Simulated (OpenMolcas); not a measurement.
Exact exchange and the HOMO–LUMO gap of C3H3N (Z-propargylimine)

C3H3N has 7 atoms, charge 0, and is taken as a singlet. SMILES: `[H]/N=C\C#C`. Geometry: relaxed at PBE0-D4/def2-TZVP.

The HOMO–LUMO gap y, in eV, basis def2-SVPD; a is the functional's share of exact exchange. Programs: OpenMolcas 26.06.

| functional | program | a | y (eV) |
| --- | --- | --- | --- |
| PBE | OpenMolcas | 0 | 3.96 |
| r2SCAN | OpenMolcas | 0 | 4.48 |
| B3LYP | OpenMolcas | 0.2 | 6.06 |
| PBE0 | OpenMolcas | 0.25 | ? |
| BHLYP | OpenMolcas | 0.5 | 8.81 |

Question: Fit y = c + s·a to the known rows and predict PBE0.

Answer: 
1. Means of the 4 rows: a = 0.1750, y = 5.828.
2. Σ(Δa)² = 0.1675, Σ(Δa·Δy) = 1.5377, so the slope is 1.5377/0.1675 = 9.1803.
3. Intercept: 5.828 − (9.1803) × 0.1750 = 4.221. The largest residual of the fit is 0.26.
4. PBE0: 4.221 + (9.1803) × 0.25 = 6.52 eV.

The run gave 6.55 eV, so the prediction is off by -0.03 eV, within the scatter of the fit. Exact exchange lowers occupied levels and raises empty ones. The rows mix families of semi-local functionals, which the line can't see.

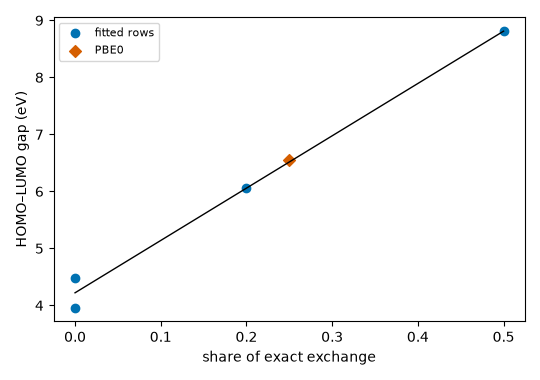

The fitted line, with the withheld row.
